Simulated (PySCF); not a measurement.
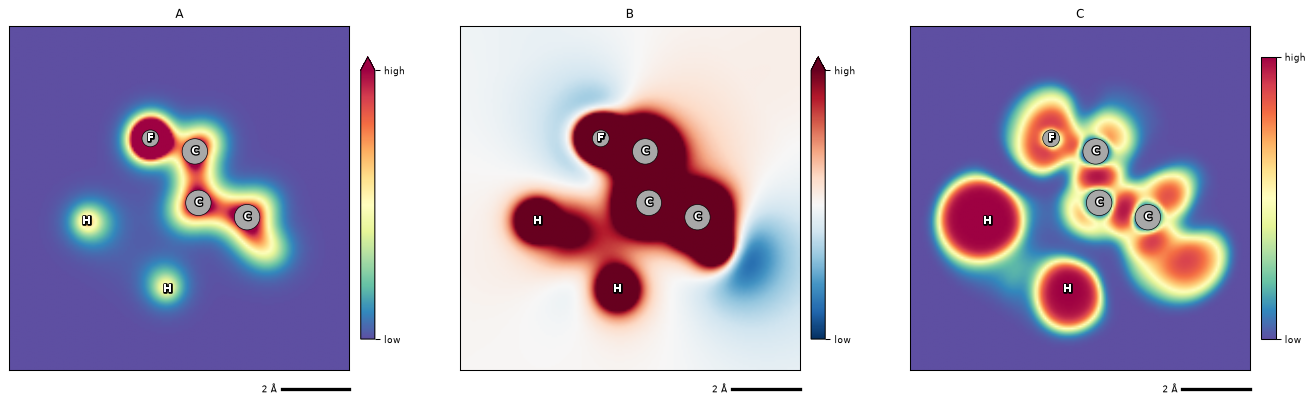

C₅H₁₀FNSi: 3 fields on the plane of atoms C2, C3 and C4, with unlabelled colour scales. Grey discs cover the atomic cores.

Geometry: GFN2-xTB.

Level of theory: PBE0/def2-SVPD, SCF density, gas phase (PySCF).

Question: Match the panels to the quantities (electron density, electron localisation function and electrostatic potential).

Answer: Panel A: electron density. Panel B: electrostatic potential (strongly positive close to the atoms, with negative regions outside electron-rich atoms). Panel C: electron localisation function. From the grid: C–F (1.38 Å): ρ at the midpoint is about 2.1 e/Å³, with its minimum of 1.6 e/Å³ about 0.5 Å from C; the ELF peaks at about 0.85 between the atoms (a shared but strongly polarised pair). C–C (1.50 Å): ρ at the midpoint is about 1.7 e/Å³; the ELF peaks at about 0.95 between the atoms; localised, covalent bonding.
